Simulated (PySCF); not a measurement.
**C₃H₁₂AsNSi: electronic excitations**

Aim: predict the electronic excitations of C₃H₁₂AsNSi (`CN(C)C[SiH2][AsH2]`).

The runs use PySCF 2.14.0, with density-fitted response routines of our own; the level of theory stands in each step. All values are computed, except where a source is named. Atoms are numbered from 0 throughout.

### Step 1. The molecule as given

18 atoms, charge 0, multiplicity 1; geometry from: GFN2-xTB.

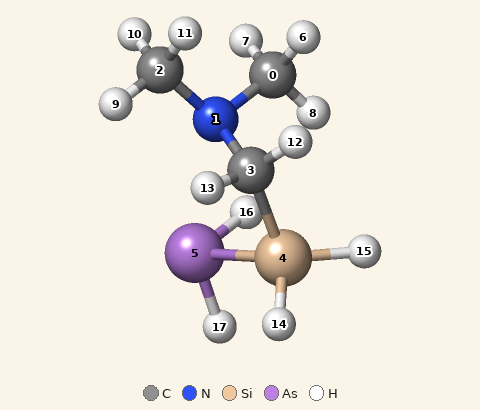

As it starts; carbon grey, nitrogen blue, silicon light orange, arsenic purple, hydrogen white, atoms numbered; sticks join atoms by distance.

### Step 2. Excited states and response: CAM-B3LYP/def2-SVPD

Job settings and geometry (Å):

```
{"job": {"kind": "uv", "xc": "CAM-B3LYP", "basis": "def2-SVPD", "nstates": 8, "ntriplets": 3}, "charge": 0, "multiplicity": 1}
C     -0.612524     1.483544    -0.133088
N     -0.655471     0.061824    -0.407491
C     -1.964367    -0.313900    -0.909222
C     -0.281420    -0.699303     0.782234
Si     1.631955    -0.747523     0.831954
As     2.021783    -0.564124    -1.442142
H     -1.350411     1.782144     0.627730
H     -0.813298     2.035624    -1.051321
H      0.380189     1.754955     0.225946
H     -1.958648    -1.371132    -1.170402
H     -2.183368     0.261169    -1.808390
H     -2.762204    -0.134447    -0.172604
H     -0.757881    -0.299043     1.686579
H     -0.644660    -1.721095     0.658586
H      2.058054    -2.009194     1.461061
H      2.140915     0.305580     1.732437
H      2.225566     0.917324    -1.382481
H      3.517030    -0.736086    -1.314327
```

With the program's defaults for keys left out, this is: TDDFT CAM-B3LYP/def2-SVPD, vertical, gas phase, core orbitals frozen in the response.

Run with:

```
$ OMP_NUM_THREADS=1 python probes_run.py task.json out
```

One launch serves the whole session: the jobs run in the order shown.

The log of the run:

```text
coarse grid: 64072 points
cycle   1  E = -2701.1531585675  dE = -2.883e-01  |g| = 3.222e-01  |ddm| = 5.959e+00
cycle   2  E = -2701.1672215591  dE = -1.406e-02  |g| = 2.333e-01  |ddm| = 9.842e-01
cycle   3  E = -2701.1779865057  dE = -1.076e-02  |g| = 6.495e-02  |ddm| = 4.334e-01
cycle   4  E = -2701.1788922312  dE = -9.057e-04  |g| = 2.272e-02  |ddm| = 9.083e-02
cycle   5  E = -2701.1789991504  dE = -1.069e-04  |g| = 4.258e-03  |ddm| = 3.645e-02
cycle   6  E = -2701.1790036073  dE = -4.457e-06  |g| = 1.185e-03  |ddm| = 9.533e-03
final grid: 134080 points
cycle   7  E = -2701.1789836609  dE = -2.842e-07  |g| = 1.022e-03  |ddm| = 7.593e-03
cycle   8  E = -2701.1789836987  dE = -3.777e-08  |g| = 1.004e-03  |ddm| = 3.267e-03
cycle   9  E = -2701.1789839455  dE = -2.469e-07  |g| = 6.084e-05  |ddm| = 1.454e-03
cycle  10  E = -2701.1789839469  dE = -1.312e-09  |g| = 2.038e-05  |ddm| = 1.507e-04
cycle  11  E = -2701.1789839472  dE = -3.201e-10  |g| = 8.120e-06  |ddm| = 1.103e-04
converged SCF energy = -2701.1789839472

Static polarisability (au): isotropic 106.892, principal 93.212 109.772 117.692

Singlet excitations
state   eV       nm        f      main configurations
  1   5.8158    213.2   0.03273   H->L 0.81, H->L+1 0.10
  2   6.0269    205.7   0.01789   H->L+1 0.77, H->L 0.08
  3   6.1917    200.2   0.00889   H->L+2 0.58, H-1->L 0.14
  4   6.6013    187.8   0.02609   H-1->L 0.42, H-1->L+1 0.21, H->L+2 0.11
  5   6.8456    181.1   0.20431   H-1->L+1 0.60, H-1->L 0.14
  6   6.8826    180.1   0.19651   H->L+3 0.43, H->L+2 0.13, H->L+6 0.10
  7   7.0507    175.8   0.05309   H->L+5 0.37, H->L+4 0.34
  8   7.1432    173.6   0.01233   H->L+4 0.49, H->L+5 0.39

Triplet excitations (Tamm-Dancoff, eV): 5.3812 5.6142 5.8470
```

Run time: 3.6 min. Hardware: 1 thread of Intel Xeon at 2.50GHz, shared host; peak memory 1.1 GiB.

Frontier orbitals and where they lie:

```tsv
orbital	eV	atoms
HOMO−3	-10.55	Si4 28 %, H14 24 %, As5 14 %
HOMO−2	-9.67	As5 28 %, C3 23 %, Si4 20 %
HOMO−1	-8.62	As5 53 %, Si4 16 %, N1 8 %
HOMO	-7.65	N1 47 %, As5 13 %, C3 7 %
LUMO	0.99	Si4 24 %, As5 22 %, H16 11 %
LUMO+1	1.07	As5 33 %, Si4 25 %, H15 10 %
LUMO+2	1.53	C2 16 %, As5 11 %, Si4 10 %
```

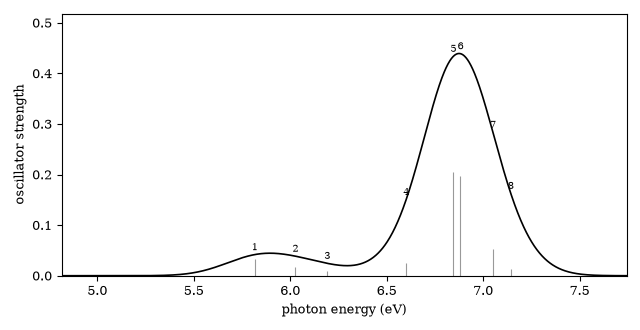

Absorption spectrum from the 8 singlet states computed; above the last one it falls off for lack of states. Lines are broadened to a width of 0.40 eV (Gaussian).

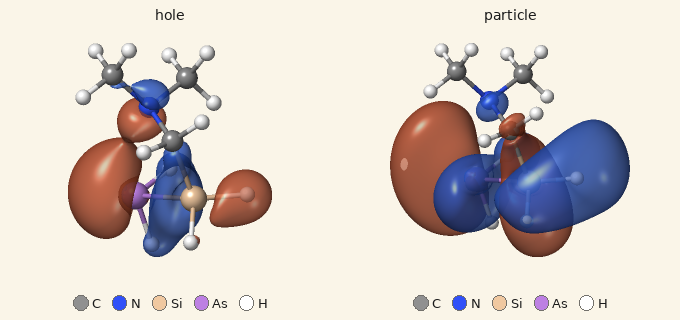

Leading natural transition orbitals of singlet state 5: the electron leaves the hole (left) for the particle orbital (right).

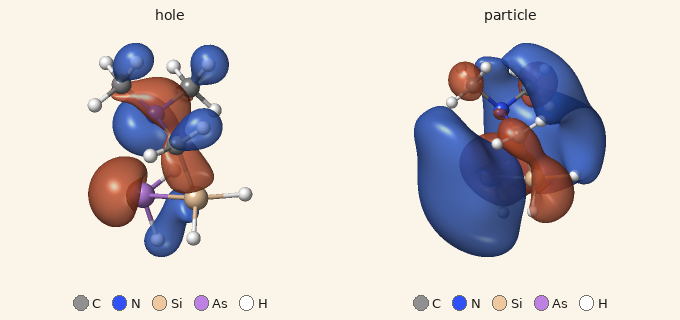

Leading natural transition orbitals of singlet state 1: the electron leaves the hole (left) for the particle orbital (right).

Ground-state properties from the same run:

```tsv
property	computed
dipole moment (D)	1.66
polarisability (Å³)	15.84
HOMO–LUMO gap (eV)	8.64
−ε(HOMO) (eV)	7.65
```

The fields below are evaluated on a grid from the run's orbitals.

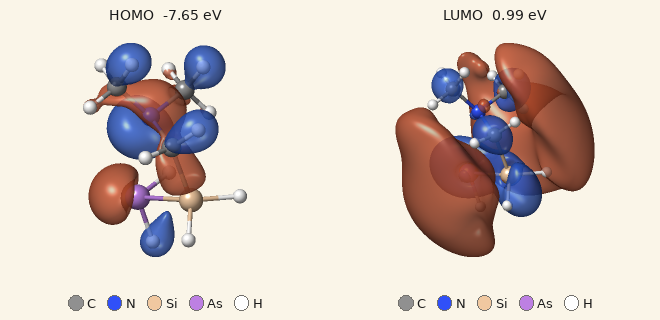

CAM-B3LYP/def2-SVPD orbitals near the gap, drawn at the value that encloses 70 % of each; the two colours are the two signs.

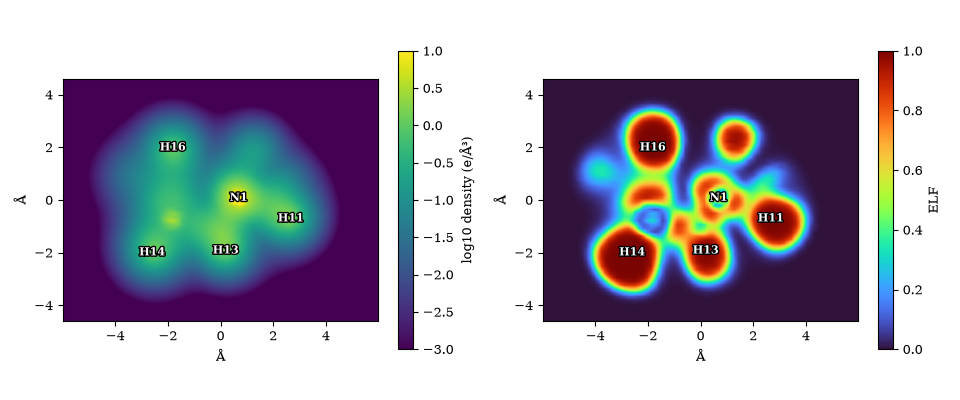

Density (left) and ELF (right) in a plane through or near 5 of the atoms.

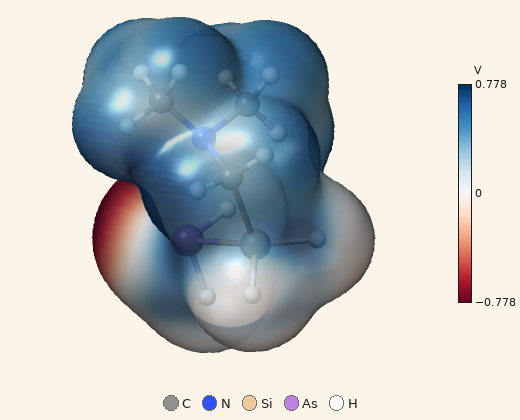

Electrostatic potential on the surface of density 0.002 e/bohr³; red is low, blue high. It runs from -0.78 V near As5 to 0.76 V near H13.

### Step 3. Summary of results

| quantity | value |
| --- | --- |
| lowest singlet (CAM-B3LYP/def2-SVPD) | 5.82 eV (213 nm), f = 0.033 |
| brightest single state of those computed | state 5, 6.85 eV, f = 0.204 |
| lowest triplet | 5.38 eV |
| surface potential, least and greatest | -0.78 V and 0.76 V |

The lowest singlet, at 5.82 eV, is HOMO→LUMO 0.81, HOMO→LUMO+1 0.10 and is weak; of the 8 states computed, the strongest absorption comes from state 5 at 6.85 eV. The lowest triplet lies 0.43 eV below the lowest singlet (triplets in Tamm-Dancoff, singlets in full TDDFT).
